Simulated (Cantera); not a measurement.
Input: 1 mol CaO, 1.2 mol F2, equilibrated at 40.0 Pa.

These are equilibrium values from Cantera (NASA tables, ideal gas, pure condensed phases), not measurements of a reactor. Candidate condensed phases: Ca, CaF2, CaO; 13 gas species. Kinetics and transport are ignored.

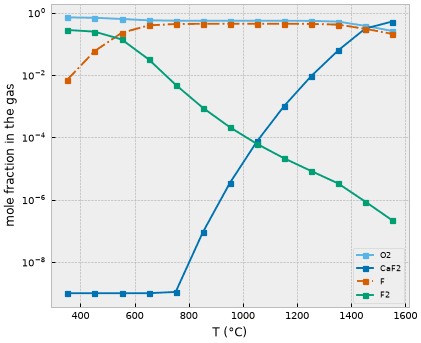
Figure. Equilibrium gas composition (values under 1e-9 drawn at 1e-9)

From 352 °C to 1352 °C the condensed part is CaF2(s). At 1452 °C the condensed part is CaF2(l). At 1552 °C nothing is condensed.
